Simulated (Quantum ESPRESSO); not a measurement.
# MnS: a ladder in the k mesh, part 2 of 2

Wanted: the cheapest choice of the k mesh that holds the magnetic results of MnS.

Quantum ESPRESSO 7.5; PBE with U = 3.2 eV on Mn d (ortho-atomic projectors); plane waves with GBRV 1.5 PBE potentials, no spin-orbit coupling (settings of the first rung).

So far, absolute magnetization (μB): step 4 (rung 2, start ferro +) 4.99.

The database entry behind the starting cell differs from later determinations by our own check (an axis about 0.2 % short against later determinations), so it need not match the best structure at ambient conditions.

### Step 6. Rung 4, start ferro +

File pw.in:

```
&CONTROL
  calculation = 'scf'
  prefix = 'pwscf'
  outdir = './tmp'
  pseudo_dir = './pseudo'
  disk_io = 'nowf'
  tprnfor = .true.
  tstress = .true.
/
&SYSTEM
  ibrav = 0
  celldm(1) = 8
  nat = 2
  ntyp = 2
  ecutwfc = 40
  ecutrho = 280
  nbnd = 19
  occupations = 'smearing'
  smearing = 'fd'
  degauss = 0.00734986
  nspin = 2
  starting_magnetization(1) = 0.3
  starting_magnetization(2) = 0
/
&ELECTRONS
  conv_thr = 4d-09
  electron_maxstep = 150
  mixing_beta = 0.3
/
ATOMIC_SPECIES
Mn     54.9380 mn_pbe_v1.5.uspp.F.UPF
S      32.0600 s_pbe_v1.4.uspp.F.UPF
CELL_PARAMETERS alat
   0.0000000000000    0.6152239614485    0.6152239614485
   0.6152239614485    0.0000000000000    0.6152239614485
   0.6152239614485    0.6152239614485    0.0000000000000
ATOMIC_POSITIONS crystal
Mn      0.0000000000    0.0000000000    0.0000000000
S       0.5000000000    0.5000000000    0.5000000000
K_POINTS automatic
6 6 6 0 0 0
HUBBARD {ortho-atomic}
U Mn-3d 3.2000
```

On the command line:

```sh
OMP_NUM_THREADS=1 mpirun -n 2 pw.x -nk 2 -in pw.in > pw.out
```

The program printed:

```text
     [... lines left out ...]
Program PWSCF v.7.5 starts
     [... lines left out ...]
     number of atoms/cell      =            2
     [... lines left out ...]
     number of electrons       =        21.00
     number of Kohn-Sham states=           19
     kinetic-energy cutoff     =      40.0000  Ry
     charge density cutoff     =     280.0000  Ry
     scf convergence threshold =      4.0E-09
     [... lines left out ...]
     48 Sym. Ops., with inversion, found
     [... lines left out ...]
     number of k points=    16  Fermi-Dirac smearing, width (Ry)=  0.0073
     [... lines left out ...]
     iteration # 11     ecut=    40.00 Ry     beta= 0.30
     [... lines left out ...]
     Magnetic moment per site  (integrated on atomic sphere of radius R)
     atom   1 (R=0.254)  charge= 13.1485  magn=  4.4827
     atom   2 (R=0.254)  charge=  4.7186  magn=  0.1329
     [... lines left out ...]
     Tr[ns(  1)] (up, down, total) =   4.96908  0.28500  5.25407
     [... lines left out ...]
     the Fermi energy is    10.5650 ev
!    total energy              =    -235.33387842 Ry
     estimated scf accuracy    <          1.6E-09 Ry
     smearing contrib. (-TS)   =      -0.00012462 Ry
     [... lines left out ...]
     total magnetization       =     5.00 Bohr mag/cell
     absolute magnetization    =     5.00 Bohr mag/cell
     convergence has been achieved in  11 iterations
     [... lines left out ...]
     Total force =     0.000000     Total SCF correction =     0.000000
     [... lines left out ...]
          total   stress  (Ry/bohr**3)                   (kbar)     P=       40.91
     [... lines left out ...]
```

The job ended after 5.3 s (2 MPI ranks of AMD EPYC 9R45, shared host; peak memory 0.21 GiB; 10 s of CPU time).

Numbers from this step:

```
magnetization  : 4.996 μB
final state    : ferromagnetic
largest moment : 4.483 μB
```

### Step 7. Rung 4, start antiferro q=(0,1/2,1/2) +-

File pw.in:

```
&CONTROL
  calculation = 'scf'
  prefix = 'pwscf'
  outdir = './tmp'
  pseudo_dir = './pseudo'
  disk_io = 'nowf'
  tprnfor = .true.
  tstress = .true.
/
&SYSTEM
  ibrav = 0
  celldm(1) = 8
  nat = 4
  ntyp = 3
  ecutwfc = 40
  ecutrho = 280
  nbnd = 30
  occupations = 'smearing'
  smearing = 'fd'
  degauss = 0.00734986
  nspin = 2
  starting_magnetization(1) = 0.3
  starting_magnetization(2) = -0.3
  starting_magnetization(3) = 0
/
&ELECTRONS
  conv_thr = 8d-09
  electron_maxstep = 150
  mixing_beta = 0.3
/
ATOMIC_SPECIES
Mn1    54.9380 mn_pbe_v1.5.uspp.F.UPF
Mn2    54.9380 mn_pbe_v1.5.uspp.F.UPF
S      32.0600 s_pbe_v1.4.uspp.F.UPF
CELL_PARAMETERS alat
   0.0000000000000    0.6152239614485    0.6152239614485
   1.2304479228970    0.0000000000000    1.2304479228970
   1.2304479228970    0.6152239614485    0.6152239614485
ATOMIC_POSITIONS crystal
Mn1     0.0000000000    0.0000000000    0.0000000000
Mn2     0.0000000000    0.5000000000    0.0000000000
S       0.5000000000    0.0000000000    0.5000000000
S       0.5000000000    0.5000000000    0.5000000000
K_POINTS automatic
6 3 6 0 0 0
HUBBARD {ortho-atomic}
U Mn1-3d 3.2000
U Mn2-3d 3.2000
```

The program printed:

```text
     [... lines left out ...]
Program PWSCF v.7.5 starts
     [... lines left out ...]
     number of atoms/cell      =            4
     [... lines left out ...]
     number of electrons       =        42.00
     number of Kohn-Sham states=           30
     kinetic-energy cutoff     =      40.0000  Ry
     charge density cutoff     =     280.0000  Ry
     scf convergence threshold =      8.0E-09
     [... lines left out ...]
     16 Sym. Ops., with inversion, found
     [... lines left out ...]
     number of k points=    20  Fermi-Dirac smearing, width (Ry)=  0.0073
     [... lines left out ...]
     iteration # 12     ecut=    40.00 Ry     beta= 0.30
     [... lines left out ...]
     Magnetic moment per site  (integrated on atomic sphere of radius R)
     atom   1 (R=0.254)  charge= 13.1470  magn=  4.4566
     atom   2 (R=0.254)  charge= 13.1469  magn= -4.4566
     atom   3 (R=0.254)  charge=  4.7166  magn= -0.0424
     atom   4 (R=0.254)  charge=  4.7166  magn=  0.0424
     [... lines left out ...]
     Tr[ns(  1)] (up, down, total) =   4.96433  0.29493  5.25926
     [... lines left out ...]
     Tr[ns(  2)] (up, down, total) =   0.29493  4.96433  5.25926
     [... lines left out ...]
     the Fermi energy is    10.6762 ev
!    total energy              =    -470.67164987 Ry
     estimated scf accuracy    <          4.0E-09 Ry
     smearing contrib. (-TS)   =      -0.00007350 Ry
     [... lines left out ...]
     total magnetization       =     0.00 Bohr mag/cell
     absolute magnetization    =     9.66 Bohr mag/cell
     convergence has been achieved in  12 iterations
     [... lines left out ...]
     Total force =     0.000000     Total SCF correction =     0.000000
     [... lines left out ...]
          total   stress  (Ry/bohr**3)                   (kbar)     P=       33.46
     [... lines left out ...]
```

Run time: 26 s. Hardware: 2 MPI ranks; peak memory 0.34 GiB.

Read from the output:

```
magnetization  : 0 μB
final state    : antiferromagnetic
largest moment : 4.457 μB
```

### Step 8. Rung 5, start ferro +

File pw.in:

```
&CONTROL
  calculation = 'scf'
  prefix = 'pwscf'
  outdir = './tmp'
  pseudo_dir = './pseudo'
  disk_io = 'nowf'
  tprnfor = .true.
  tstress = .true.
/
&SYSTEM
  ibrav = 0
  celldm(1) = 8
  nat = 2
  ntyp = 2
  ecutwfc = 40
  ecutrho = 280
  nbnd = 19
  occupations = 'smearing'
  smearing = 'fd'
  degauss = 0.00734986
  nspin = 2
  starting_magnetization(1) = 0.3
  starting_magnetization(2) = 0
/
&ELECTRONS
  conv_thr = 4d-09
  electron_maxstep = 150
  mixing_beta = 0.3
/
ATOMIC_SPECIES
Mn     54.9380 mn_pbe_v1.5.uspp.F.UPF
S      32.0600 s_pbe_v1.4.uspp.F.UPF
CELL_PARAMETERS alat
   0.0000000000000    0.6152239614485    0.6152239614485
   0.6152239614485    0.0000000000000    0.6152239614485
   0.6152239614485    0.6152239614485    0.0000000000000
ATOMIC_POSITIONS crystal
Mn      0.0000000000    0.0000000000    0.0000000000
S       0.5000000000    0.5000000000    0.5000000000
K_POINTS automatic
10 10 10 0 0 0
HUBBARD {ortho-atomic}
U Mn-3d 3.2000
```

The program printed:

```text
     [... lines left out ...]
Program PWSCF v.7.5 starts
     [... lines left out ...]
     number of atoms/cell      =            2
     [... lines left out ...]
     number of electrons       =        21.00
     number of Kohn-Sham states=           19
     kinetic-energy cutoff     =      40.0000  Ry
     charge density cutoff     =     280.0000  Ry
     scf convergence threshold =      4.0E-09
     [... lines left out ...]
     48 Sym. Ops., with inversion, found
     [... lines left out ...]
     number of k points=    47  Fermi-Dirac smearing, width (Ry)=  0.0073
     [... lines left out ...]
     iteration # 11     ecut=    40.00 Ry     beta= 0.30
     [... lines left out ...]
     Magnetic moment per site  (integrated on atomic sphere of radius R)
     atom   1 (R=0.254)  charge= 13.1485  magn=  4.4835
     atom   2 (R=0.254)  charge=  4.7178  magn=  0.1321
     [... lines left out ...]
     Tr[ns(  1)] (up, down, total) =   4.96906  0.28438  5.25344
     [... lines left out ...]
     the Fermi energy is    10.5828 ev
!    total energy              =    -235.33416343 Ry
     estimated scf accuracy    <          1.8E-09 Ry
     smearing contrib. (-TS)   =      -0.00007381 Ry
     [... lines left out ...]
     total magnetization       =     5.00 Bohr mag/cell
     absolute magnetization    =     5.00 Bohr mag/cell
     convergence has been achieved in  11 iterations
     [... lines left out ...]
     Total force =     0.000000     Total SCF correction =     0.000000
     [... lines left out ...]
          total   stress  (Ry/bohr**3)                   (kbar)     P=       40.66
     [... lines left out ...]
```

Elapsed: 10 s, on 2 MPI ranks; peak memory 0.24 GiB; 20 s of CPU time.

This step gave:

```
magnetization  : 4.998 μB
final state    : ferromagnetic
largest moment : 4.484 μB
```

### Step 9. Rung 5, start antiferro q=(0,1/2,1/2) +-

File pw.in:

```
&CONTROL
  calculation = 'scf'
  prefix = 'pwscf'
  outdir = './tmp'
  pseudo_dir = './pseudo'
  disk_io = 'nowf'
  tprnfor = .true.
  tstress = .true.
/
&SYSTEM
  ibrav = 0
  celldm(1) = 8
  nat = 4
  ntyp = 3
  ecutwfc = 40
  ecutrho = 280
  nbnd = 30
  occupations = 'smearing'
  smearing = 'fd'
  degauss = 0.00734986
  nspin = 2
  starting_magnetization(1) = 0.3
  starting_magnetization(2) = -0.3
  starting_magnetization(3) = 0
/
&ELECTRONS
  conv_thr = 8d-09
  electron_maxstep = 150
  mixing_beta = 0.3
/
ATOMIC_SPECIES
Mn1    54.9380 mn_pbe_v1.5.uspp.F.UPF
Mn2    54.9380 mn_pbe_v1.5.uspp.F.UPF
S      32.0600 s_pbe_v1.4.uspp.F.UPF
CELL_PARAMETERS alat
   0.0000000000000    0.6152239614485    0.6152239614485
   1.2304479228970    0.0000000000000    1.2304479228970
   1.2304479228970    0.6152239614485    0.6152239614485
ATOMIC_POSITIONS crystal
Mn1     0.0000000000    0.0000000000    0.0000000000
Mn2     0.0000000000    0.5000000000    0.0000000000
S       0.5000000000    0.0000000000    0.5000000000
S       0.5000000000    0.5000000000    0.5000000000
K_POINTS automatic
10 5 10 0 0 0
HUBBARD {ortho-atomic}
U Mn1-3d 3.2000
U Mn2-3d 3.2000
```

The program printed:

```text
     [... lines left out ...]
Program PWSCF v.7.5 starts
     [... lines left out ...]
     number of atoms/cell      =            4
     [... lines left out ...]
     number of electrons       =        42.00
     number of Kohn-Sham states=           30
     kinetic-energy cutoff     =      40.0000  Ry
     charge density cutoff     =     280.0000  Ry
     scf convergence threshold =      8.0E-09
     [... lines left out ...]
     16 Sym. Ops., with inversion, found
     [... lines left out ...]
     number of k points=    63  Fermi-Dirac smearing, width (Ry)=  0.0073
     [... lines left out ...]
     iteration # 11     ecut=    40.00 Ry     beta= 0.30
     [... lines left out ...]
     Magnetic moment per site  (integrated on atomic sphere of radius R)
     atom   1 (R=0.254)  charge= 13.1470  magn=  4.4569
     atom   2 (R=0.254)  charge= 13.1470  magn= -4.4569
     atom   3 (R=0.254)  charge=  4.7157  magn= -0.0422
     atom   4 (R=0.254)  charge=  4.7157  magn=  0.0422
     [... lines left out ...]
     Tr[ns(  1)] (up, down, total) =   4.96415  0.29481  5.25896
     [... lines left out ...]
     Tr[ns(  2)] (up, down, total) =   0.29482  4.96415  5.25897
     [... lines left out ...]
     the Fermi energy is    10.7015 ev
!    total energy              =    -470.67221864 Ry
     estimated scf accuracy    <          1.9E-09 Ry
     smearing contrib. (-TS)   =      -0.00002909 Ry
     [... lines left out ...]
     total magnetization       =     0.00 Bohr mag/cell
     absolute magnetization    =     9.67 Bohr mag/cell
     convergence has been achieved in  11 iterations
     [... lines left out ...]
     Total force =     0.000000     Total SCF correction =     0.000000
     [... lines left out ...]
          total   stress  (Ry/bohr**3)                   (kbar)     P=       33.54
     [... lines left out ...]
```

The job ended after 57 s (2 MPI ranks; peak memory 0.45 GiB; 1.9 min of CPU time).

Read from the output:

- magnetization: 0 μB
- final state: antiferromagnetic
- largest moment: 4.457 μB

### Step 10. A faulty input

One input was spoiled on purpose, to see how the program answers.

File pw.in:

```
&CONTROL
  calculation = 'scf'
  prefix = 'pwscf'
  outdir = './tmp'
  pseudo_dir = './pseudo'
  disk_io = 'nowf'
  tprnfor = .true.
  tstress = .true.
/
&SYSTEM
  ibrav = 0
  nat = 2
  ntyp = 2
  ecutwfc = 12
  ecutrho = 280
  nbnd = 19
  occupations = 'smearing'
  smearing = 'fd'
  degauss = 0.00734986
  nspin = 2
  starting_magnetization(1) = 0.3
  starting_magnetization(2) = 0
/
&ELECTRONS
  conv_thr = 4d-09
  electron_maxstep = 50
  mixing_beta = 0.3
/
ATOMIC_SPECIES
Mn     54.9380 mn_pbe_v1.5.uspp.F.UPF
S      32.0600 s_pbe_v1.4.uspp.F.UPF
CELL_PARAMETERS angstrom
   0.0000000000    2.6045000000    2.6045000000
   2.6045000000    0.0000000000    2.6045000000
   2.6045000000    2.6045000000    0.0000000000
ATOMIC_POSITIONS crystal
Mn      0.0000000000    0.0000000000    0.0000000000
S       0.5000000000    0.5000000000    0.5000000000
K_POINTS automatic
10 10 10 0 0 0
HUBBARD {ortho-atomic}
U Mn-3d 3.2000
```

The program printed:

```text
[banner, memory and clock lines left out]
Program PWSCF v.7.5 starts

     Message from routine setup:
     using ibrav=0 with symmetry is DISCOURAGED, use correct ibrav instead

     bravais-lattice index     =            0
     lattice parameter (alat)  =       6.9605  a.u.
     unit-cell volume          =     238.4513 (a.u.)^3
     number of atoms/cell      =            2
     number of atomic types    =            2
     number of electrons       =        21.00
     number of Kohn-Sham states=           19
     kinetic-energy cutoff     =      12.0000  Ry
     charge density cutoff     =     280.0000  Ry
     scf convergence threshold =      4.0E-09
     mixing beta               =       0.3000
     number of iterations used =            8  plain     mixing
     Exchange-correlation=  SLA  PW   PBX  PBC
                           (   1   4   3   4   0   0   0)
     Hubbard projectors: ortho-atomic
     Hubbard parameters of DFT+U (Dudarev formulation) in eV:
     U(Mn-3d) =  3.2000

     Internal variables: lda_plus_u =T, lda_plus_u_kind = 0

     Internal variables: orbital_resolved =F, hub_pot_fix =F, apply_U = F

     [... lines left out ...]
     PseudoPot. # 1 for Mn read from file:
     mn_pbe_v1.5.uspp.F.UPF
     Pseudo is Ultrasoft + core correction, Zval = 15.0

     PseudoPot. # 2 for S  read from file:
     s_pbe_v1.4.uspp.F.UPF
     Pseudo is Ultrasoft + core correction, Zval =  6.0

     atomic species   valence    mass     pseudopotential
     Mn               15.00    54.93800     Mn( 1.00)
     S                 6.00    32.06000     S ( 1.00)

     Starting magnetic structure
     atomic species   magnetization
     Mn              0.300
     S               0.000

     48 Sym. Ops., with inversion, found

   Cartesian axes

     site n.     atom                  positions (alat units)
         1        Mn     tau(   1) = (   0.0000000   0.0000000   0.0000000  )
         2        S      tau(   2) = (   0.7071068   0.7071068   0.7071068  )

     number of k points=    47  Fermi-Dirac smearing, width (Ry)=  0.0073

     Dense  grid:    18883 G-vectors     FFT dimensions: (  40,  40,  40)

     Smooth grid:     1363 G-vectors     FFT dimensions: (  15,  15,  15)

     Check: negative core charge=   -0.000037
     Generating pointlists ...
     new r_m :   0.2917 (alat units)  2.0302 (a.u.) for type    1
     new r_m :   0.2917 (alat units)  2.0302 (a.u.) for type    2

     Initial potential from superposition of free atoms

     starting charge      20.4999, renormalised to      21.0000

     STARTING HUBBARD OCCUPATIONS:

     =================== HUBBARD OCCUPATIONS ===================
     ------------------------ ATOM    1 ------------------------
     Tr[ns(  1)] (up, down, total) =   5.00000  0.00000  5.00000
     Atomic magnetic moment for atom   1 =   5.00000
     [... lines left out ...]
     Number of occupied Hubbard levels =    5.0000

     Atomic wfc used for Hubbard projectors are orthogonalized

     Starting wfcs are   17 randomized atomic wfcs +    2 random wfcs

     Self-consistent Calculation

     iteration #  1     ecut=    12.00 Ry     beta= 0.30
     Davidson diagonalization with overlap
     ethr =  1.00E-02,  avg # of iterations =  5.5

     =================== HUBBARD OCCUPATIONS ===================
     ------------------------ ATOM    1 ------------------------
     Tr[ns(  1)] (up, down, total) =   1.34432  0.36471  1.70904
     Atomic magnetic moment for atom   1 =   0.97961
     [... lines left out ...]
     Number of occupied Hubbard levels =    1.7090

     total energy              =    -219.87831884 Ry
     estimated scf accuracy    <      18.33597283 Ry

     total magnetization       =     1.40 Bohr mag/cell
     absolute magnetization    =     1.40 Bohr mag/cell

     [... further iterations left out ...]

     iteration # 17     ecut=    12.00 Ry     beta= 0.30
     Davidson diagonalization with overlap
     ethr =  8.93E-11,  avg # of iterations =  2.0

     negative rho (up, down):  0.000E+00 5.696E-04

     Magnetic moment per site  (integrated on atomic sphere of radius R)
     atom   1 (R=0.292)  charge= 13.3154  magn=  3.3818
     atom   2 (R=0.292)  charge=  4.6282  magn= -0.0604

     End of self-consistent calculation

     =================== HUBBARD OCCUPATIONS ===================
     ------------------------ ATOM    1 ------------------------
     Tr[ns(  1)] (up, down, total) =   4.54160  0.98550  5.52710
     Atomic magnetic moment for atom   1 =   3.55609
     [... lines left out ...]
     Number of occupied Hubbard levels =    5.5271

     [... lines left out ...]
     the Fermi energy is    10.4454 ev

!    total energy              =    -220.74363652 Ry
     estimated scf accuracy    <          3.4E-09 Ry
     smearing contrib. (-TS)   =      -0.00316741 Ry
     internal energy E=F+TS    =    -220.74046911 Ry

     The total energy is F=E-TS. E is the sum of the following terms:
     one-electron contribution =     -99.64356296 Ry
     hartree contribution      =      51.72425174 Ry
     xc contribution           =     -31.45475829 Ry
     ewald contribution        =    -141.49328211 Ry
     Hubbard energy            =       0.12688250 Ry

     total magnetization       =     3.66 Bohr mag/cell
     absolute magnetization    =     3.79 Bohr mag/cell

     convergence has been achieved in  17 iterations

     negative rho (up, down):  0.000E+00 5.696E-04

     Forces acting on atoms (cartesian axes, Ry/au):

     atom    1 type  1   force =     0.00000000    0.00000000    0.00000000
     atom    2 type  2   force =     0.00000000    0.00000000    0.00000000

     Total force =     0.000000     Total SCF correction =     0.000000

     Computing stress (Cartesian axis) and pressure

     negative rho (up, down):  0.000E+00 5.696E-04
          total   stress  (Ry/bohr**3)                   (kbar)     P=   -20503.43
  -0.13937948  -0.00000000   0.00000000       -20503.43       -0.00        0.00
  -0.00000000  -0.13937948   0.00000000           -0.00   -20503.43        0.00
   0.00000000   0.00000000  -0.13937948            0.00        0.00   -20503.43
```

The job ended after 4.9 s (2 MPI ranks; peak memory 0.19 GiB).

Convergence was reached, yet the input spoils the result.

The fault in the input: a cutoff far too low.

### Step 11. Side by side

Ladder, by row:

```tsv
rung	mesh	state from the first start	state from the second start	second less first (meV a seeded atom)	moment, first (μB)	moment, second (μB)	CPU time (s)
1	2x2x2	ferromagnetic	antiferromagnetic	-102.2	4.335	4.38	24.91
2	4x4x4	ferromagnetic	antiferromagnetic	-23.53	4.477	4.454	40.73
4	6x6x6	ferromagnetic	antiferromagnetic	-26.48	4.483	4.457	61.63
5	10x10x10	ferromagnetic	antiferromagnetic	-26.48	4.484	4.457	134.1
```

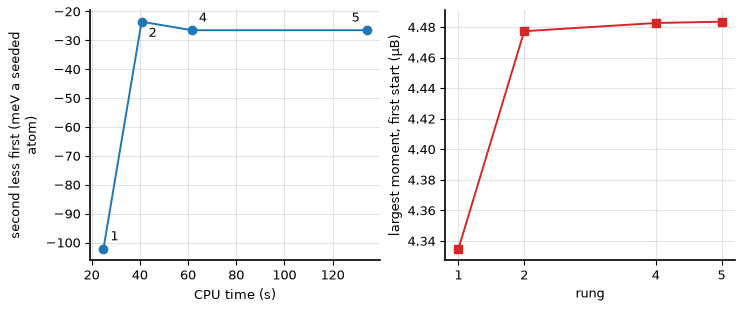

Result against cost, rungs numbered as in the table, and the moment by rung.

### Step 12. Results

- range of the largest moment, first start: 4.33 to 4.48 μB; second start 4.38 to 4.46 μB
- range of CPU time: 25 s to 2.2 min
- range of the energy difference: -102 to -23.5 meV a seeded atom
- first rung that agrees with the last (margins below): 4

From rung 4 on the states are those of the last rung, the moments stay within 0.05 μB of it and the difference within 1.3 meV; rung 4 took 46 % of its CPU time. Energies are free energies at an electronic temperature of 1160 K, which lowers moments and differences where the moments are itinerant.

[Logs and program files are shortened in this print: banners, set-up blocks, solver, clock and traceback lines can be left out without a mark of their own.]

[Logs are printed without paths, hosts, clocks, repeated set-up lines and the standing remarks that a program may print on its own settings, such as how far it seeks lower states.]

[Hosts, paths, dates, database ids (printed as entryN), source tags and the programs' standing remarks are cut or masked in the printed files.]

[Where a cell is said to come from a database of computed structures, the database is the Materials Project.]
